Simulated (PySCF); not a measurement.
## Electronic structure of C5H13BSi in real space

```xyz
20

C    -3.1176    1.3143   -1.0915
C    -1.8995    0.9195   -0.7547
Si   -1.3197   -0.8705   -0.6795
C    -0.4383   -1.1987    0.9950
B     0.7343   -0.1938    1.1169
C     2.1388   -0.5043    0.4565
C     2.6470    0.6347   -0.4367
H    -3.8876    0.6071   -1.3553
H    -3.4076    2.3543   -1.1189
H    -1.1699    1.6795   -0.4981
H    -2.4710   -1.7797   -0.7853
H    -0.3993   -1.1274   -1.7990
H    -0.1207   -2.2404    0.9625
H    -1.1898   -1.1032    1.7782
H     0.5774    0.8384    1.6564
H     2.1309   -1.4278   -0.1282
H     2.8750   -0.6529    1.2536
H     2.7193    1.5616    0.1280
H     3.6301    0.4038   -0.8445
H     1.9631    0.7962   -1.2680
```

Geometry: GFN2-xTB.

Level of theory: PBE0/def2-SVPD, SCF density, gas phase (PySCF).

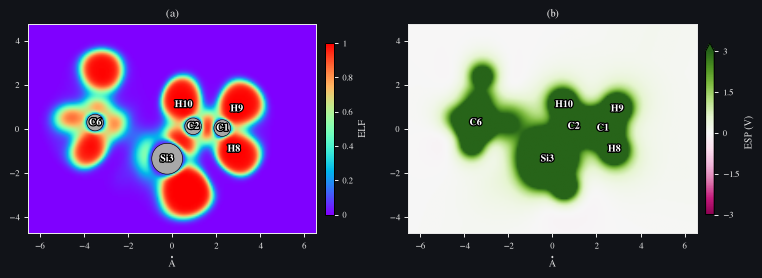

Figure 1. (a) electron localisation function; (b) molecular electrostatic potential on the plane of atoms H8, C1 and H9. Grey discs cover the atomic cores in the ELF map.

What does the map show?

Answer.
- Atoms in the plane: C, Si and H.
- C–C (1.32 Å): the ELF peaks at about 0.90 between the atoms: a multiple bond.
- C–Si (1.88 Å): the ELF peaks at about 0.95 between the atoms (a shared electron pair).
- C–H (1.08 Å): the ELF climbs to about 1 towards the hydrogen, as it does in any bond to H; an ordinary covalent bond to hydrogen.
- The potential has no marked negative region in this plane.

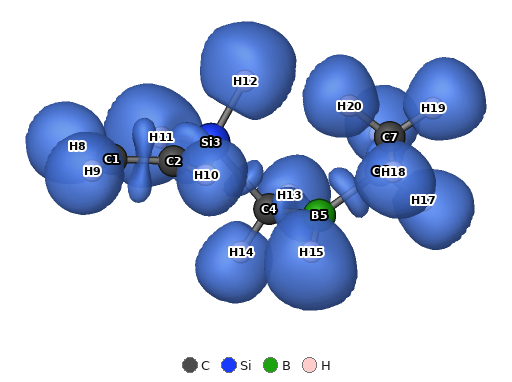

Figure 2. Isosurface of the ELF at 0.85 (blue), seen from one side. Only the valence region is drawn (cores and ρ < 0.01 e/Å³ removed).

What do the ELF domains correspond to?

Answer. At this value the surface marks out two regions between bonded B–C atoms (shared pairs), two regions between bonded C–C atoms (shared pairs), two regions between bonded C–Si atoms (shared pairs) and 13 regions around hydrogen nuclei.


 C–B (1.55 Å): the ELF peaks at about 0.95 between the atoms, as expected for a covalent bond.

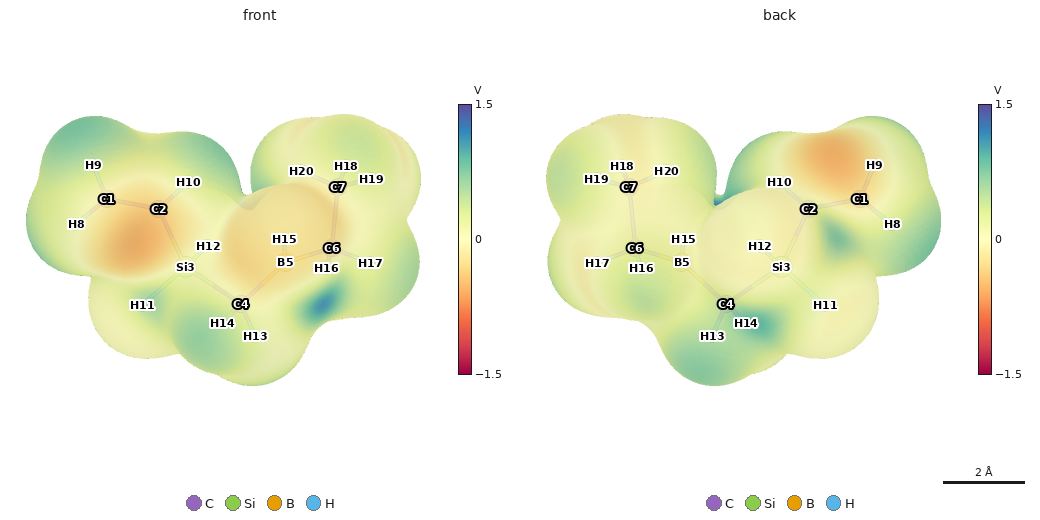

Figure 3. The molecular electrostatic potential painted on the density surface at 0.002 e/bohr³, seen from the front and from behind; the colour scale runs from red (negative) to blue (positive).

Which sites attract a positive test charge, and which a negative one?

Answer. A positive charge is drawn to the negative regions and a negative charge to the positive ones. The most negative region (about −0.6 V) lies over the π face of C1 and C2, the most positive (about +1.1 V) over Si3 and B5.
